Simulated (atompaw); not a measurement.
- Element: zirconium
- Generator: atompaw 4.2.0.5
- Type: PAW
- Functional: PBEsol
- Relativity: scalar-relativistic
- Frozen core: [Kr]
- Valence charge: 4
- Reference configuration: 4d2 5s0 5p0 (charge +2)
- Partial waves: 5s (bound, empty): rc 2.65 bohr; 5s channel at 2.9 Ry: rc 2.65 bohr; 5p (bound, empty): rc 3.00 bohr; 5p channel at -0.4 Ry: rc 3.00 bohr; 4d (bound): rc 3.00 bohr; 4d channel at 1.65 Ry: rc 2.05 bohr
- Local potential: bessel scheme, radius 2.00 bohr
- Core correction: smooth core density matched at 2.30 bohr
- Augmentation charge: besselshape compensation charge, radius 2.30 bohr; PAW radius 3.00 bohr; waves and projectors: custom rrkj vanderbiltortho

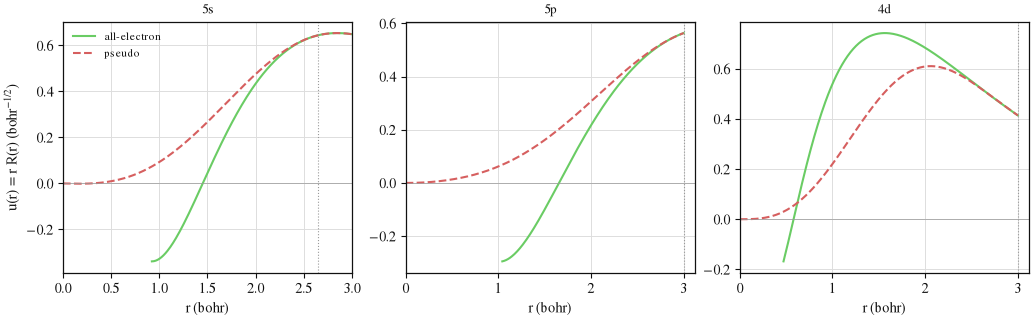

All-electron valence functions (solid) with their pseudo partners (dashed). Dotted lines mark the matching radii. The all-electron curves start outside the innermost oscillations, which aren't drawn.

Pseudo-waves: 5s has no node; 5p has no node; 4d has no node.

* Cutoffs needed: 10 Ry and 12 Ry (the cutoffs, on a coarse ladder, from which the occupation-weighted sum of valence levels, in a spherical-Bessel basis at the reference potential, stays within 10 and 1 mRy of its value at 400 Ry)
* Ghost test: no ghost state below the valence levels in the s, p, d, f channels (spherical-Bessel basis up to 400 Ry, 20 bohr box)
* Lowest eigenvalue of the overlap operator: 0.5 (d channel)
* Overlap eigenvalues printed by atompaw (projector basis): 0.752, 0.759, 1.24, 4.42, 40.3, 1.9e+03
* Share of each valence orbital outside the PAW sphere: 5s 54 %, 5p 74 %, 4d 12 %
